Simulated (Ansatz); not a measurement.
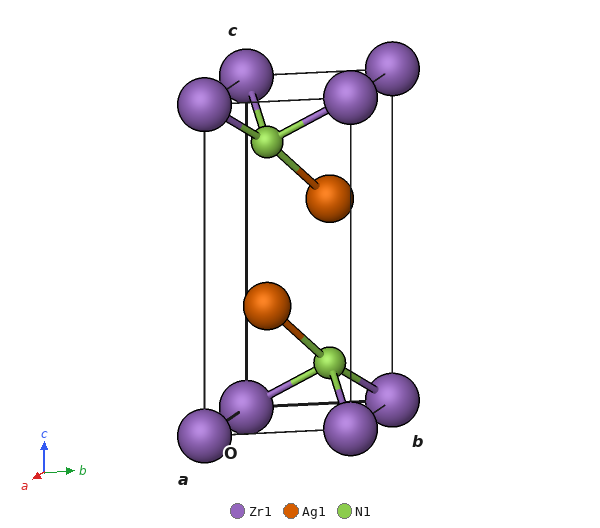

One unit cell; atoms that symmetry makes equivalent share a colour (atoms on faces, edges and corners are repeated). Crystal: ZrAg2N2, the end point of a relaxation with DFT PBE, scalar-relativistic, plane waves, PAW in Ansatz 0.2.0; the starting structure was generated, so it need not be a known form of this composition. All values are computed from the atomic coordinates in the standard setting (tolerance 0.002 Å).

a = 3.315 Å, b = 3.315 Å, c = 7.449 Å, α = 90.00°, β = 90.00°, γ = 120.00°; space group P-3m1, No. 164.

One atom of each site: Zr1 (0, 0, 0); Ag1 (2/3, 1/3, 0.356); N1 (2/3, 1/3, 0.851).

Give the multiplicity, Wyckoff letter and site symmetry of each site.

Answer.
```csv
site,Wyckoff,symmetry
Zr1,1a,-3m.
Ag1,2d,3m.
N1,2d,3m.
```

How many free positional parameters does the structure have?

Answer. 2: Zr1 0, Ag1 1, N1 1.
